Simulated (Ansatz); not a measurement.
# AlHSCl (SMILES [SH][Al][Cl]) at UPBE/STO-3G

Aim: the energy change on altering one bond length of AlHSCl at UPBE/STO-3G, from 2 runs. 

The calculation is run with Ansatz 0.2.0.

73 further runs of the same task are left out: 8 that didn't finish, 65 set aside as unsound or not needed.

## 1. The system as given

The species is AlHSCl (4 atoms), meant as a doublet with charge 0. As SMILES, `[SH][Al][Cl]`. The coordinates come from a PBE0-D4/def2-TZVP relaxation.

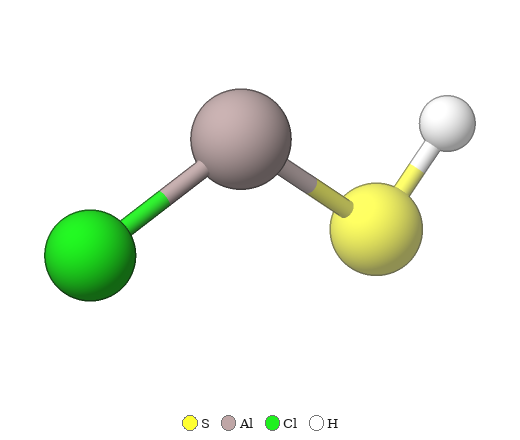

The structure, seen from a chosen angle (sulfur yellow, aluminium light grey, chlorine green, hydrogen white).

## 2. The energy at UPBE/STO-3G

in.yaml reads:

```yaml
crystal:
  periodic: [false, false, false]
  atoms:
    - {symbol: S, position_ang: [0.439800, 0.984900, -0.744700]}
    - {symbol: Al, position_ang: [-0.394100, -0.525900, 0.609100]}
    - {symbol: Cl, position_ang: [0.226200, -2.507400, 0.251000]}
    - {symbol: H, position_ang: [-0.216400, 1.988100, -0.135600]}
basis:
  gaussian:
    orbitals: STO-3G
magnetization:
  spin_polarized: true
  initial_magnetization: 1
hamiltonian:
  xc: {name: PBE}
accuracy: high
```

Launch:

```
$ ansatz run in.yaml --threads 1 --pin off --max-ram 2610MiB --events-out events.jsonl --progress --plain --runs-dir runs
```

The program printed:

```text
Warning: RAYON_NUM_THREADS=1 ignored (pool sized by the plan → 1); use --threads N
Functional definition: PBE
  name "PBE"
  parameter kappa = 0.804
  parameter beta = 0.06672455060314922
  exchange = pbe_x(kappa = kappa, mu = beta*pi^2/3)
  correlation = pbe_c(beta = beta)
501 factors; integrals over basis functions are off by at most 4.8e-9 eV
mean field evaluation 1: about -29619.8486 eV, gradient 1.5e1 eV
mean field evaluation 2: about -29611.3974 eV, gradient 3.7e1 eV
mean field evaluation 4: about -29622.0472 eV, gradient 2.0e0 eV
mean field evaluation 8: about -29622.0700 eV, gradient 4.6e-2 eV
mean field evaluation 16: about -29622.0700 eV, gradient 9.1e-7 eV
mean field -29622.07002098 eV, -1088.5909947107 hartree, gradient 8.0e-8 eV, S^2 0.752299; 0 other end points of the search recorded, 0 dependent functions left out
reference -29622.07002284 eV, -1088.5909947792 hartree; 24, 23 occupied and 4, 5 virtual orbitals, 501 factors
Total energy: -29622.07002284 eV, -1088.5909947792 hartree
```

It took 2.5 s on 1 thread of Arm Neoverse V1, shared host; peak memory 0.15 GiB.

## 3. The distorted shape at the same level

input.yaml reads:

```yaml
crystal:
  periodic: [false, false, false]
  atoms:
    - {symbol: S, position_ang: [0.603860, 0.734084, -0.896985]}
    - {symbol: Al, position_ang: [-0.230040, -0.776716, 0.456815]}
    - {symbol: Cl, position_ang: [0.390260, -2.758216, 0.098715]}
    - {symbol: H, position_ang: [-0.216400, 1.988100, -0.135600]}
basis:
  gaussian:
    orbitals: STO-3G
magnetization:
  spin_polarized: true
  initial_magnetization: 1
hamiltonian:
  xc: pbe
accuracy: high
```

Launch:

```
$ ansatz run input.yaml --threads 1 --pin off --max-ram 2610MiB --events-out events.jsonl --progress --plain --runs-dir runs
```

The program printed:

```text
Warning: RAYON_NUM_THREADS=1 ignored (pool sized by the plan → 1); use --threads N
Functional definition: PBE
  name "PBE"
  parameter kappa = 0.804
  parameter beta = 0.06672455060314922
  exchange = pbe_x(kappa = kappa, mu = beta*pi^2/3)
  correlation = pbe_c(beta = beta)
501 factors; integrals over basis functions are off by at most 9.2e-9 eV
mean field evaluation 1: about -29619.0465 eV, gradient 1.5e1 eV
mean field evaluation 2: about -29611.3597 eV, gradient 3.5e1 eV
mean field evaluation 4: about -29621.1289 eV, gradient 2.8e0 eV
mean field evaluation 8: about -29621.1663 eV, gradient 3.0e-2 eV
mean field evaluation 16: about -29621.1663 eV, gradient 7.1e-7 eV
mean field -29621.16632935 eV, -1088.5577846558 hartree, gradient 7.0e-8 eV, S^2 0.752352; 0 other end points of the search recorded, 0 dependent functions left out
reference -29621.16633124 eV, -1088.5577847256 hartree; 24, 23 occupied and 4, 5 virtual orbitals, 501 factors
Total energy: -29621.16633124 eV, -1088.5577847256 hartree
```

It took 2.5 s on 1 thread of Arm Neoverse V1, shared host; peak memory 0.14 GiB.

## 4. What came out

Level: UPBE/STO-3G.

| quantity | value |
| --- | --- |
| first shape: total energy | -1088.59099 Eh |
| first shape: ⟨S²⟩ | 0.752 |
| distorted shape: total energy | -1088.55778 Eh |
| distorted shape: ⟨S²⟩ | 0.752 |
| energy change with the S1–H4 bond stretched from 1.345 to 1.681 Å | 0.904 eV |

What this shows: With the S1–H4 bond stretched from 1.345 to 1.681 Å the energy rises by 0.90 eV (87.2 kJ/mol). The first shape isn't relaxed at this level, so the change isn't measured from a minimum. The minimal basis adds a large error of its own.
